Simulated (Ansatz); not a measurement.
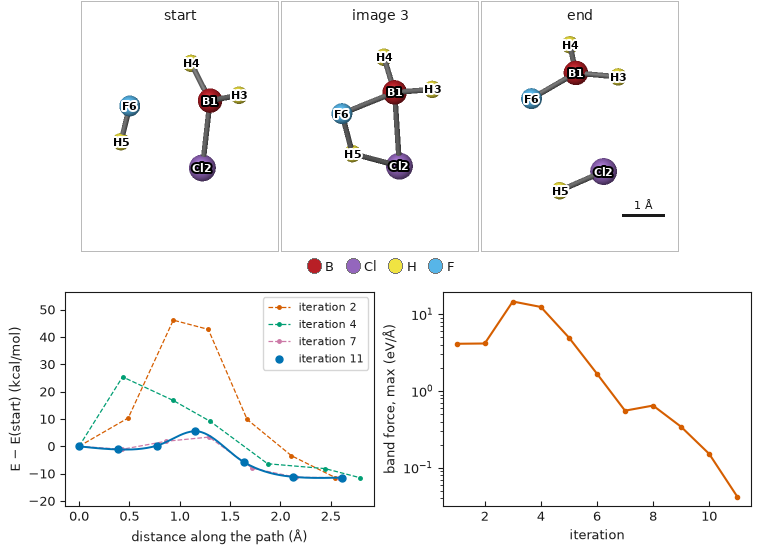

A search for the minimum-energy path of BH3ClF, made up of BH$_{2}$Cl and HF by the nudged elastic band. Images are numbered from 0 (start) to 6 (end). The plot follows the band through its iterations. A ball-and-stick model, seen at a tilt.

Level of theory: RKS PBE0-D4/def2-SVP (Ansatz). Settings: 5 movable images; climbing image.

How did the profile develop, and is the result final?

The run is converged, with reservations. The band converged in 11 iterations. The largest component of the band force went from 4.1 to 0.042 eV/Å. The climbing image converged on the top of the path. Its curvatures weren't checked. The largest force component is 0.29 eV/Å at the start and 0.24 eV/Å at the end; an end with forces this large is no minimum, and the barrier measured from it can be far off. The first iteration put the highest image at 79.0 kcal/mol. Relative to the start the highest point is image 3 at +5.5 kcal/mol and the end lies at −11.4 kcal/mol, but the profile dips to −1.2 kcal/mol at image 1 on the way, so an end point isn't at the bottom of its valley along this path.

Limits of the set-up: the start holds two separate molecules, 2.4 Å apart at their closest, whose relative position is a soft coordinate.

Cost: 61 s on 2 threads of Arm Neoverse V2, on a shared host.
